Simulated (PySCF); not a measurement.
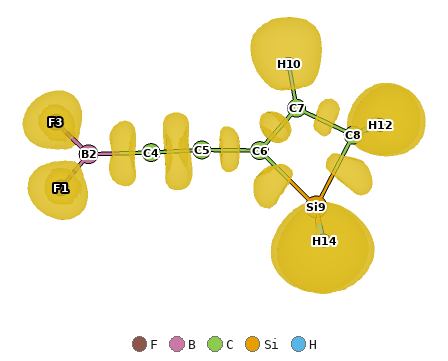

Figure. C₅H₅BF₂Si (SMILES FB(F)C#CC1=CC[SiH2]1). Isosurface of the electron localisation function at 0.8 (yellow), seen across its widest extent. Only the valence region is drawn (cores and ρ < 0.01 e/Å³ removed).

Geometry: GFN2-xTB.

The calculation used PySCF 2.14.0, CAM-B3LYP/def2-SVPD, SCF density, gas phase.

Input

```
{"job": {"kind": "uv", "xc": "CAM-B3LYP", "basis": "def2-SVPD", "nstates": 8, "ntriplets": 3}, "charge": 0, "multiplicity": 1}
F      4.530510     0.023249    -1.061278
B      3.786964    -0.488382    -0.092784
F      4.470275    -1.185661     0.800588
C      2.301510    -0.291705    -0.016388
C      1.101035    -0.119469     0.073217
C     -0.274335     0.052132     0.092631
C     -1.098881     0.394880     1.101023
C     -2.477212     0.416802     0.506632
Si    -1.688528    -0.070763    -1.186906
H     -0.848530     0.626921     2.125069
H     -3.151050    -0.300283     0.975464
H     -2.954308     1.394307     0.576978
H     -1.990967    -1.407148    -1.690771
H     -1.707161     0.954647    -2.225642
```

Command:

```sh
OMP_NUM_THREADS=1 python probes_run.py task.json out
```

Q: Describe the localisation domains.

A: At this value the surface marks out one region between bonded B–C atoms (shared pairs), four regions between bonded C–C atoms (shared pairs), two regions between bonded C–Si atoms (shared pairs), five regions around hydrogen nuclei and two regions on F in which the atom's valence shell and bonds are merged. Along the contacts the grid gives the following. C–C (1.22 Å): the ELF peaks at about 0.90 between the atoms: a multiple bond. B–F (1.32 Å): the ELF peaks at about 0.85 between the atoms, as expected for a polar covalent bond.
